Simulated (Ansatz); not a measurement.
Run report: GeH₄SCl₂, molecular dynamics (part 2 of 3)

GeH₄SCl₂; RKS PBE/def2-SVP (Ansatz 0.2.0). It belongs to a series of runs on one base structure; here: dynamics from the highest image of the converged band.

Geometry of the input (Å):
```
Ge 0.0896  0.1819  0.0576
Cl 0.8105  -0.6855  2.2905
H  1.2498  -0.6516  -0.5245
Cl -0.1607  1.5567  -1.7062
H  -1.3520  -0.3145  0.2708
S  0.3201  2.2727  1.4809
H  1.5910  2.5101  1.0471
H  0.7213  1.2227  2.3919
```

What the program printed, continued:
```
md step   103: t =    51.50 fs  T =    87.1 K  F+E_penalty+E_count = -92423.03724247 eV  E_kin = 0.067526 eV  conserved = -92422.96971692 eV  (26 SCF iters)
md step   104: t =    52.00 fs  T =    89.7 K  F+E_penalty+E_count = -92423.03933044 eV  E_kin = 0.069604 eV  conserved = -92422.96972680 eV  (26 SCF iters)
md step   105: t =    52.50 fs  T =    93.8 K  F+E_penalty+E_count = -92423.04248850 eV  E_kin = 0.072740 eV  conserved = -92422.96974805 eV  (25 SCF iters)
md step   106: t =    53.00 fs  T =    98.8 K  F+E_penalty+E_count = -92423.04637918 eV  E_kin = 0.076603 eV  conserved = -92422.96977658 eV  (26 SCF iters)
md step   107: t =    53.50 fs  T =   104.1 K  F+E_penalty+E_count = -92423.05054738 eV  E_kin = 0.080740 eV  conserved = -92422.96980718 eV  (26 SCF iters)
md step   108: t =    54.00 fs  T =   109.2 K  F+E_penalty+E_count = -92423.05450049 eV  E_kin = 0.084665 eV  conserved = -92422.96983507 eV  (25 SCF iters)
md step   109: t =    54.50 fs  T =   113.4 K  F+E_penalty+E_count = -92423.05778647 eV  E_kin = 0.087930 eV  conserved = -92422.96985613 eV  (25 SCF iters)
md step   110: t =    55.00 fs  T =   116.3 K  F+E_penalty+E_count = -92423.06005975 eV  E_kin = 0.090192 eV  conserved = -92422.96986751 eV  (25 SCF iters)
md step   111: t =    55.50 fs  T =   117.7 K  F+E_penalty+E_count = -92423.06112807 eV  E_kin = 0.091260 eV  conserved = -92422.96986761 eV  (24 SCF iters)
md step   112: t =    56.00 fs  T =   117.5 K  F+E_penalty+E_count = -92423.06097908 eV  E_kin = 0.091123 eV  conserved = -92422.96985649 eV  (24 SCF iters)
md step   113: t =    56.50 fs  T =   116.0 K  F+E_penalty+E_count = -92423.05978457 eV  E_kin = 0.089950 eV  conserved = -92422.96983475 eV  (25 SCF iters)
md step   114: t =    57.00 fs  T =   113.6 K  F+E_penalty+E_count = -92423.05788501 eV  E_kin = 0.088080 eV  conserved = -92422.96980516 eV  (26 SCF iters)
md step   115: t =    57.50 fs  T =   110.9 K  F+E_penalty+E_count = -92423.05574780 eV  E_kin = 0.085976 eV  conserved = -92422.96977154 eV  (26 SCF iters)
md step   116: t =    58.00 fs  T =   108.5 K  F+E_penalty+E_count = -92423.05390409 eV  E_kin = 0.084165 eV  conserved = -92422.96973908 eV  (26 SCF iters)
md step   117: t =    58.50 fs  T =   107.2 K  F+E_penalty+E_count = -92423.05286647 eV  E_kin = 0.083153 eV  conserved = -92422.96971331 eV  (26 SCF iters)
md step   118: t =    59.00 fs  T =   107.5 K  F+E_penalty+E_count = -92423.05304036 eV  E_kin = 0.083341 eV  conserved = -92422.96969940 eV  (25 SCF iters)
md step   119: t =    59.50 fs  T =   109.5 K  F+E_penalty+E_count = -92423.05464389 eV  E_kin = 0.084943 eV  conserved = -92422.96970071 eV  (22 SCF iters)
md step   120: t =    60.00 fs  T =   113.4 K  F+E_penalty+E_count = -92423.05765472 eV  E_kin = 0.087937 eV  conserved = -92422.96971811 eV  (26 SCF iters)
md step   121: t =    60.50 fs  T =   118.7 K  F+E_penalty+E_count = -92423.06179721 eV  E_kin = 0.092048 eV  conserved = -92422.96974947 eV  (25 SCF iters)
md step   122: t =    61.00 fs  T =   124.8 K  F+E_penalty+E_count = -92423.06657666 eV  E_kin = 0.096787 eV  conserved = -92422.96978982 eV  (26 SCF iters)
md step   123: t =    61.50 fs  T =   130.9 K  F+E_penalty+E_count = -92423.07135821 eV  E_kin = 0.101526 eV  conserved = -92422.96983246 eV  (26 SCF iters)
md step   124: t =    62.00 fs  T =   136.2 K  F+E_penalty+E_count = -92423.07547577 eV  E_kin = 0.105607 eV  conserved = -92422.96986925 eV  (26 SCF iters)
md step   125: t =    62.50 fs  T =   139.8 K  F+E_penalty+E_count = -92423.07835560 eV  E_kin = 0.108462 eV  conserved = -92422.96989365 eV  (26 SCF iters)
md step   126: t =    63.00 fs  T =   141.5 K  F+E_penalty+E_count = -92423.07962566 eV  E_kin = 0.109725 eV  conserved = -92422.96990044 eV  (26 SCF iters)
md step   127: t =    63.50 fs  T =   140.9 K  F+E_penalty+E_count = -92423.07919482 eV  E_kin = 0.109307 eV  conserved = -92422.96988747 eV  (25 SCF iters)
md step   128: t =    64.00 fs  T =   138.5 K  F+E_penalty+E_count = -92423.07728315 eV  E_kin = 0.107427 eV  conserved = -92422.96985647 eV  (26 SCF iters)
md step   129: t =    64.50 fs  T =   134.8 K  F+E_penalty+E_count = -92423.07439424 eV  E_kin = 0.104582 eV  conserved = -92422.96981262 eV  (26 SCF iters)
md step   130: t =    65.00 fs  T =   130.8 K  F+E_penalty+E_count = -92423.07123227 eV  E_kin = 0.101468 eV  conserved = -92422.96976395 eV  (25 SCF iters)
md step   131: t =    65.50 fs  T =   127.5 K  F+E_penalty+E_count = -92423.06857441 eV  E_kin = 0.098855 eV  conserved = -92422.96971981 eV  (26 SCF iters)
md step   132: t =    66.00 fs  T =   125.6 K  F+E_penalty+E_count = -92423.06712119 eV  E_kin = 0.097432 eV  conserved = -92422.96968946 eV  (23 SCF iters)
md step   133: t =    66.50 fs  T =   125.9 K  F+E_penalty+E_count = -92423.06735296 eV  E_kin = 0.097673 eV  conserved = -92422.96967963 eV  (22 SCF iters)
md step   134: t =    67.00 fs  T =   128.6 K  F+E_penalty+E_count = -92423.06942553 eV  E_kin = 0.099733 eV  conserved = -92422.96969288 eV  (22 SCF iters)
md step   135: t =    67.50 fs  T =   133.3 K  F+E_penalty+E_count = -92423.07313105 eV  E_kin = 0.103404 eV  conserved = -92422.96972657 eV  (26 SCF iters)
md step   136: t =    68.00 fs  T =   139.5 K  F+E_penalty+E_count = -92423.07793799 eV  E_kin = 0.108164 eV  conserved = -92422.96977368 eV  (26 SCF iters)
md step   137: t =    68.50 fs  T =   146.1 K  F+E_penalty+E_count = -92423.08310314 eV  E_kin = 0.113279 eV  conserved = -92422.96982399 eV  (25 SCF iters)
md step   138: t =    69.00 fs  T =   152.1 K  F+E_penalty+E_count = -92423.08783196 eV  E_kin = 0.117965 eV  conserved = -92422.96986650 eV  (26 SCF iters)
md step   139: t =    69.50 fs  T =   156.7 K  F+E_penalty+E_count = -92423.09144964 eV  E_kin = 0.121557 eV  conserved = -92422.96989234 eV  (26 SCF iters)
md step   140: t =    70.00 fs  T =   159.4 K  F+E_penalty+E_count = -92423.09354140 eV  E_kin = 0.123645 eV  conserved = -92422.96989654 eV  (26 SCF iters)
md step   141: t =    70.50 fs  T =   160.1 K  F+E_penalty+E_count = -92423.09403036 eV  E_kin = 0.124151 eV  conserved = -92422.96987927 eV  (25 SCF iters)
md step   142: t =    71.00 fs  T =   159.0 K  F+E_penalty+E_count = -92423.09317575 eV  E_kin = 0.123330 eV  conserved = -92422.96984558 eV  (26 SCF iters)
md step   143: t =    71.50 fs  T =   156.9 K  F+E_penalty+E_count = -92423.09149523 eV  E_kin = 0.121691 eV  conserved = -92422.96980384 eV  (26 SCF iters)
md step   144: t =    72.00 fs  T =   154.6 K  F+E_penalty+E_count = -92423.08963431 eV  E_kin = 0.119870 eV  conserved = -92422.96976392 eV  (26 SCF iters)
md step   145: t =    72.50 fs  T =   152.8 K  F+E_penalty+E_count = -92423.08821643 eV  E_kin = 0.118483 eV  conserved = -92422.96973365 eV  (26 SCF iters)
md step   146: t =    73.00 fs  T =   152.1 K  F+E_penalty+E_count = -92423.08771503 eV  E_kin = 0.117997 eV  conserved = -92422.96971832 eV  (26 SCF iters)
md step   147: t =    73.50 fs  T =   153.0 K  F+E_penalty+E_count = -92423.08837284 eV  E_kin = 0.118654 eV  conserved = -92422.96971870 eV  (26 SCF iters)
md step   148: t =    74.00 fs  T =   155.3 K  F+E_penalty+E_count = -92423.09018635 eV  E_kin = 0.120454 eV  conserved = -92422.96973203 eV  (26 SCF iters)
md step   149: t =    74.50 fs  T =   158.8 K  F+E_penalty+E_count = -92423.09294789 eV  E_kin = 0.123195 eV  conserved = -92422.96975309 eV  (26 SCF iters)
md step   150: t =    75.00 fs  T =   163.2 K  F+E_penalty+E_count = -92423.09632650 eV  E_kin = 0.126551 eV  conserved = -92422.96977591 eV  (26 SCF iters)
md step   151: t =    75.50 fs  T =   167.8 K  F+E_penalty+E_count = -92423.09996023 eV  E_kin = 0.130165 eV  conserved = -92422.96979559 eV  (25 SCF iters)
md step   152: t =    76.00 fs  T =   172.4 K  F+E_penalty+E_count = -92423.10353422 eV  E_kin = 0.133725 eV  conserved = -92422.96980924 eV  (26 SCF iters)
md step   153: t =    76.50 fs  T =   176.7 K  F+E_penalty+E_count = -92423.10682838 eV  E_kin = 0.137012 eV  conserved = -92422.96981605 eV  (26 SCF iters)
md step   154: t =    77.00 fs  T =   180.4 K  F+E_penalty+E_count = -92423.10973110 eV  E_kin = 0.139914 eV  conserved = -92422.96981722 eV  (26 SCF iters)
md step   155: t =    77.50 fs  T =   183.6 K  F+E_penalty+E_count = -92423.11222351 eV  E_kin = 0.142409 eV  conserved = -92422.96981432 eV  (26 SCF iters)
md step   156: t =    78.00 fs  T =   186.4 K  F+E_penalty+E_count = -92423.11435078 eV  E_kin = 0.144541 eV  conserved = -92422.96981018 eV  (26 SCF iters)
md step   157: t =    78.50 fs  T =   188.7 K  F+E_penalty+E_count = -92423.11618699 eV  E_kin = 0.146381 eV  conserved = -92422.96980600 eV  (26 SCF iters)
md step   158: t =    79.00 fs  T =   190.8 K  F+E_penalty+E_count = -92423.11781149 eV  E_kin = 0.148009 eV  conserved = -92422.96980228 eV  (26 SCF iters)
md step   159: t =    79.50 fs  T =   192.8 K  F+E_penalty+E_count = -92423.11929662 eV  E_kin = 0.149498 eV  conserved = -92422.96979906 eV  (25 SCF iters)
md step   160: t =    80.00 fs  T =   194.6 K  F+E_penalty+E_count = -92423.12070624 eV  E_kin = 0.150910 eV  conserved = -92422.96979590 eV  (26 SCF iters)
md step   161: t =    80.50 fs  T =   196.4 K  F+E_penalty+E_count = -92423.12210075 eV  E_kin = 0.152308 eV  conserved = -92422.96979244 eV  (26 SCF iters)
md step   162: t =    81.00 fs  T =   198.2 K  F+E_penalty+E_count = -92423.12354219 eV  E_kin = 0.153753 eV  conserved = -92422.96978874 eV  (26 SCF iters)
md step   163: t =    81.50 fs  T =   200.3 K  F+E_penalty+E_count = -92423.12509458 eV  E_kin = 0.155310 eV  conserved = -92422.96978478 eV  (26 SCF iters)
md step   164: t =    82.00 fs  T =   202.5 K  F+E_penalty+E_count = -92423.12682160 eV  E_kin = 0.157040 eV  conserved = -92422.96978137 eV  (26 SCF iters)
md step   165: t =    82.50 fs  T =   205.0 K  F+E_penalty+E_count = -92423.12877990 eV  E_kin = 0.159001 eV  conserved = -92422.96977869 eV  (26 SCF iters)
md step   166: t =    83.00 fs  T =   207.9 K  F+E_penalty+E_count = -92423.13101540 eV  E_kin = 0.161238 eV  conserved = -92422.96977690 eV  (26 SCF iters)
md step   167: t =    83.50 fs  T =   211.2 K  F+E_penalty+E_count = -92423.13356001 eV  E_kin = 0.163784 eV  conserved = -92422.96977610 eV  (26 SCF iters)
md step   168: t =    84.00 fs  T =   214.9 K  F+E_penalty+E_count = -92423.13642739 eV  E_kin = 0.166650 eV  conserved = -92422.96977689 eV  (25 SCF iters)
md step   169: t =    84.50 fs  T =   219.0 K  F+E_penalty+E_count = -92423.13960261 eV  E_kin = 0.169822 eV  conserved = -92422.96978019 eV  (25 SCF iters)
md step   170: t =    85.00 fs  T =   223.4 K  F+E_penalty+E_count = -92423.14302624 eV  E_kin = 0.173239 eV  conserved = -92422.96978727 eV  (26 SCF iters)
md step   171: t =    85.50 fs  T =   227.9 K  F+E_penalty+E_count = -92423.14657677 eV  E_kin = 0.176778 eV  conserved = -92422.96979858 eV  (25 SCF iters)
md step   172: t =    86.00 fs  T =   232.4 K  F+E_penalty+E_count = -92423.15006431 eV  E_kin = 0.180251 eV  conserved = -92422.96981330 eV  (25 SCF iters)
md step   173: t =    86.50 fs  T =   236.5 K  F+E_penalty+E_count = -92423.15324478 eV  E_kin = 0.183416 eV  conserved = -92422.96982901 eV  (26 SCF iters)
md step   174: t =    87.00 fs  T =   239.8 K  F+E_penalty+E_count = -92423.15585981 eV  E_kin = 0.186018 eV  conserved = -92422.96984192 eV  (26 SCF iters)
md step   175: t =    87.50 fs  T =   242.2 K  F+E_penalty+E_count = -92423.15769607 eV  E_kin = 0.187848 eV  conserved = -92422.96984828 eV  (26 SCF iters)
md step   176: t =    88.00 fs  T =   243.4 K  F+E_penalty+E_count = -92423.15864715 eV  E_kin = 0.188802 eV  conserved = -92422.96984498 eV  (26 SCF iters)
md step   177: t =    88.50 fs  T =   243.6 K  F+E_penalty+E_count = -92423.15876077 eV  E_kin = 0.188930 eV  conserved = -92422.96983113 eV  (26 SCF iters)
md step   178: t =    89.00 fs  T =   243.0 K  F+E_penalty+E_count = -92423.15825345 eV  E_kin = 0.188445 eV  conserved = -92422.96980811 eV  (26 SCF iters)
md step   179: t =    89.50 fs  T =   242.0 K  F+E_penalty+E_count = -92423.15748758 eV  E_kin = 0.187708 eV  conserved = -92422.96977964 eV  (26 SCF iters)
md step   180: t =    90.00 fs  T =   241.3 K  F+E_penalty+E_count = -92423.15691311 eV  E_kin = 0.187162 eV  conserved = -92422.96975075 eV  (26 SCF iters)
md step   181: t =    90.50 fs  T =   241.5 K  F+E_penalty+E_count = -92423.15698689 eV  E_kin = 0.187260 eV  conserved = -92422.96972720 eV  (26 SCF iters)
md step   182: t =    91.00 fs  T =   242.9 K  F+E_penalty+E_count = -92423.15808376 eV  E_kin = 0.188370 eV  conserved = -92422.96971362 eV  (24 SCF iters)
md step   183: t =    91.50 fs  T =   245.9 K  F+E_penalty+E_count = -92423.16041915 eV  E_kin = 0.190706 eV  conserved = -92422.96971355 eV  (26 SCF iters)
md step   184: t =    92.00 fs  T =   250.5 K  F+E_penalty+E_count = -92423.16399411 eV  E_kin = 0.194266 eV  conserved = -92422.96972816 eV  (26 SCF iters)
md step   185: t =    92.50 fs  T =   256.4 K  F+E_penalty+E_count = -92423.16857620 eV  E_kin = 0.198820 eV  conserved = -92422.96975633 eV  (25 SCF iters)
md step   186: t =    93.00 fs  T =   262.9 K  F+E_penalty+E_count = -92423.17372072 eV  E_kin = 0.203926 eV  conserved = -92422.96979439 eV  (26 SCF iters)
md step   187: t =    93.50 fs  T =   269.5 K  F+E_penalty+E_count = -92423.17883253 eV  E_kin = 0.208997 eV  conserved = -92422.96983543 eV  (26 SCF iters)
md step   188: t =    94.00 fs  T =   275.1 K  F+E_penalty+E_count = -92423.18326763 eV  E_kin = 0.213395 eV  conserved = -92422.96987245 eV  (25 SCF iters)
md step   189: t =    94.50 fs  T =   279.2 K  F+E_penalty+E_count = -92423.18645281 eV  E_kin = 0.216556 eV  conserved = -92422.96989713 eV  (26 SCF iters)
md step   190: t =    95.00 fs  T =   281.2 K  F+E_penalty+E_count = -92423.18801220 eV  E_kin = 0.218109 eV  conserved = -92422.96990303 eV  (26 SCF iters)
md step   191: t =    95.50 fs  T =   281.1 K  F+E_penalty+E_count = -92423.18786793 eV  E_kin = 0.217981 eV  conserved = -92422.96988683 eV  (25 SCF iters)
md step   192: t =    96.00 fs  T =   279.1 K  F+E_penalty+E_count = -92423.18628953 eV  E_kin = 0.216439 eV  conserved = -92422.96985004 eV  (26 SCF iters)
md step   193: t =    96.50 fs  T =   276.0 K  F+E_penalty+E_count = -92423.18386871 eV  E_kin = 0.214070 eV  conserved = -92422.96979901 eV  (26 SCF iters)
md step   194: t =    97.00 fs  T =   272.9 K  F+E_penalty+E_count = -92423.18141434 eV  E_kin = 0.211669 eV  conserved = -92422.96974496 eV  (26 SCF iters)
md step   195: t =    97.50 fs  T =   270.9 K  F+E_penalty+E_count = -92423.17977968 eV  E_kin = 0.210079 eV  conserved = -92422.96970041 eV  (25 SCF iters)
md step   196: t =    98.00 fs  T =   270.8 K  F+E_penalty+E_count = -92423.17966372 eV  E_kin = 0.209987 eV  conserved = -92422.96967657 eV  (26 SCF iters)
md step   197: t =    98.50 fs  T =   273.0 K  F+E_penalty+E_count = -92423.18143711 eV  E_kin = 0.211757 eV  conserved = -92422.96968013 eV  (26 SCF iters)
md step   198: t =    99.00 fs  T =   277.6 K  F+E_penalty+E_count = -92423.18504329 eV  E_kin = 0.215333 eV  conserved = -92422.96971039 eV  (26 SCF iters)
md step   199: t =    99.50 fs  T =   284.0 K  F+E_penalty+E_count = -92423.19000797 eV  E_kin = 0.220248 eV  conserved = -92422.96975984 eV  (26 SCF iters)
these checks for a lower state are left out or cut short: starts, cluster_reference, orbital_swaps, neighbouring_geometries, increment
1178 factors; their error is unknown
mean field -92423.19555408 eV, -3396.4897899203 hartree, gradient 2.6e-5 eV, S^2 0.000000; 0 other end points of the search recorded, 0 dependent functions left out
the calculation of the forces begins
reference -92423.19558669 eV, -3396.4897911187 hartree; 43, 43 occupied and 63, 63 virtual orbitals, 1178 factors
1178 factors; their error is unknown
mean field evaluation 1216: about -92423.1956 eV, gradient 6.0e-3 eV
mean field -92423.19555408 eV, -3396.4897899203 hartree, gradient 2.6e-5 eV, S^2 0.000000; 1 other end points of the search recorded, 0 dependent functions left out
the calculation of the forces begins
reference -92423.19558669 eV, -3396.4897911187 hartree; 43, 43 occupied and 63, 63 virtual orbitals, 1178 factors
md step   200: t =   100.00 fs  T =   291.1 K  F+E_penalty+E_count = -92423.19555408 eV  E_kin = 0.225738 eV  conserved = -92422.96981640 eV  (25 SCF iters)
```

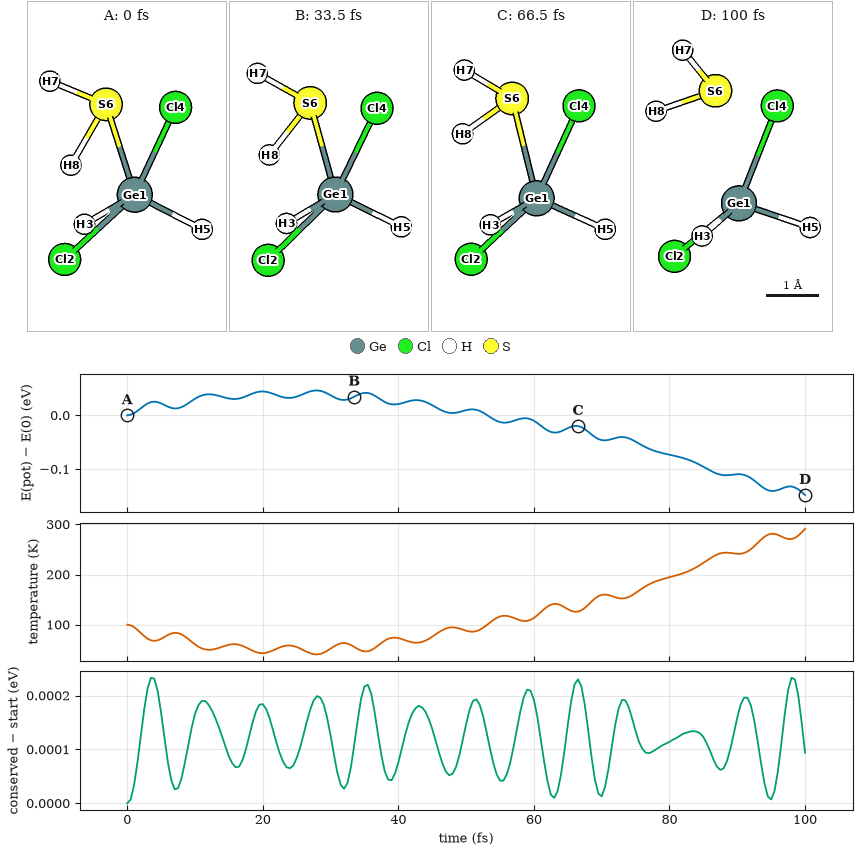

Figure 1. Frames of the molecular dynamics (ball-and-stick, seen at a tilt) above the curves, on which the letters mark them. The trajectory kept here has 201 frames over 100 fs. The temperature starts at 100 K, ranges from 41 to 291 K and averages 180 K over the second half. The potential energy ends 0.148 eV below its first value. The conserved quantity stays within 0.00023 eV. After an unweighted best fit of the last frame on the first, the root-mean-square displacement is 0.43 Å, and H8 has moved furthest (0.77 Å).

```
Total energy: -92423.19558669 eV, -3396.4897911187 hartree
Atom 0 at     0.102658     0.017849     0.095745 Å, force     0.092555     0.145750    -0.441517 eV/Å
Atom 1 at     0.765017    -0.679668     2.128754 Å, force     0.143325     0.152711     0.039976 eV/Å
Atom 2 at     1.049993    -0.898706    -0.708217 Å, force     0.039710    -0.011252    -0.063601 eV/Å
Atom 3 at    -0.112460     1.635619    -1.535871 Å, force     0.219539    -0.190440     0.153951 eV/Å
Atom 4 at    -1.377494    -0.285050     0.193544 Å, force    -0.494039    -0.153736     0.095385 eV/Å
Atom 5 at     0.291587     2.509389     1.407677 Å, force    -0.347645    -0.030807     0.260715 eV/Å
Atom 6 at     1.222020     3.047276     0.594253 Å, force     0.226288     0.091268    -0.226458 eV/Å
Atom 7 at     1.187561     2.211047     2.382322 Å, force     0.120267    -0.003493     0.181549 eV/Å
Dipole moment:     0.224173     0.295413     0.245080 e Å
```

Trajectory as extended XYZ (Å, eV, eV/Å), 25 of the 201 frames kept, from step=0 to step=200:
```
8
Properties=species:S:1:pos:R:3:forces:R:3 step=0 time_fs=0.0 energy=-92423.04747 temperature=100.0
Ge    0.0896    0.1819    0.0576   -0.0007  -0.0102   0.0042
Cl    0.8105   -0.6855    2.2905    0.0012   0.0037  -0.0014
H     1.2498   -0.6516   -0.5245   -0.0014   0.0021  -0.0010
Cl   -0.1607    1.5567   -1.7062    0.0000   0.0023  -0.0041
H    -1.3520   -0.3145    0.2708   -0.0009   0.0019  -0.0025
S     0.3201    2.2726    1.4809   -0.0005  -0.0040   0.0026
H     1.5910    2.5101    1.0471    0.0008  -0.0008   0.0023
H     0.7213    1.2227    2.3919    0.0014   0.0049   0.0000
8
Properties=species:S:1:pos:R:3:forces:R:3 step=8 time_fs=4.0 energy=-92423.02213 temperature=67.6
Ge    0.0926    0.1865    0.0619    0.6233   0.0868  -0.1249
Cl    0.8077   -0.6913    2.2844    0.0175   0.0593   0.0212
H     1.2296   -0.6676   -0.5415    0.0016   0.0332   0.0490
Cl   -0.1610    1.5520   -1.6987    0.0251   0.1125  -0.1185
H    -1.3210   -0.2733    0.2459   -0.7047  -0.2656   0.1578
S     0.3157    2.2732    1.4717    0.4674  -0.1409   0.0683
H     1.5931    2.5023    1.0048   -0.3323  -0.0289   0.1427
H     0.7419    1.2253    2.4029   -0.0980   0.1436  -0.1956
```
